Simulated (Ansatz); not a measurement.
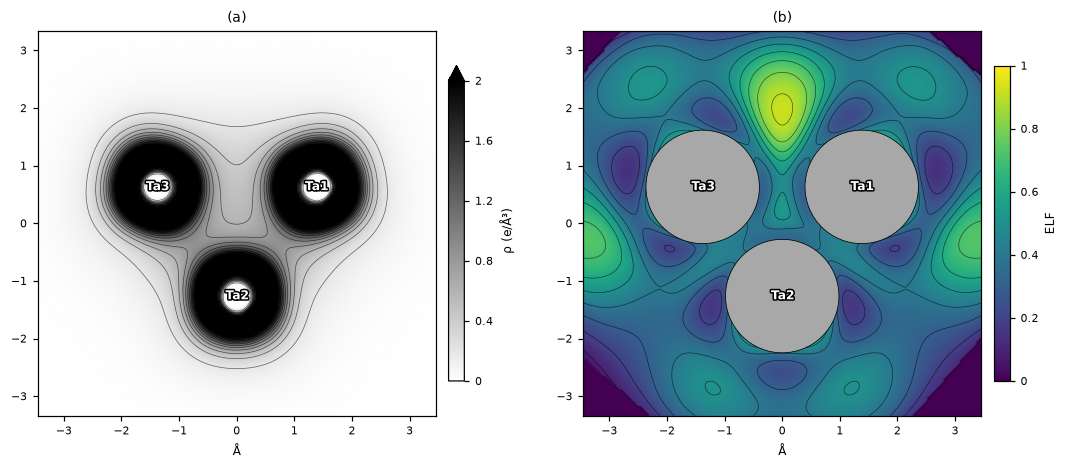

The picture shows: Ta3 (charge −1). (a) electron density; (b) electron localisation function on the molecular plane. Grey discs cover the atomic cores in the ELF map.

Geometry: PBE-D4/def2-TZVPD; core potentials replace the inner electrons of Ta.

Computed with RKS PBE0-D4/def2-TZVPD (Ansatz).

Q: What does the map show?

A:
- The section cuts through Ta sites.
- Ta–Ta (2.34 Å): the density is about 0.86 e/Å³ at the midpoint; the ELF is about 0.40 at the midpoint.
